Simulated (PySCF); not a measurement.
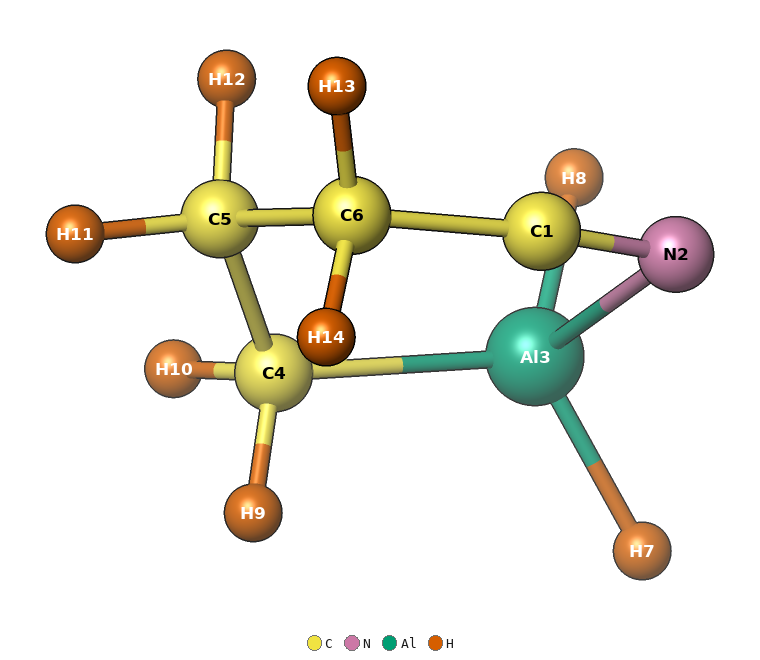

Distant atoms are faded towards the background colour. The computed structure is the end point of a PBE0-D3(BJ)/def2-SVP optimisation. No frequency run is at hand to confirm it as a minimum.

### How is the 6-membered ring C1–N2–Al3–C4–C5–C6 puckered?

It is a half-chair (Cremer–Pople θ = 49°, folded into 0 to 90°). The Cremer–Pople amplitude Q is 0.48 Å.

### Give the torsion angles round the ring, beginning with the bond from its second to its third atom.

−7°, 37°, −60°, 45°, −14°, −3°.
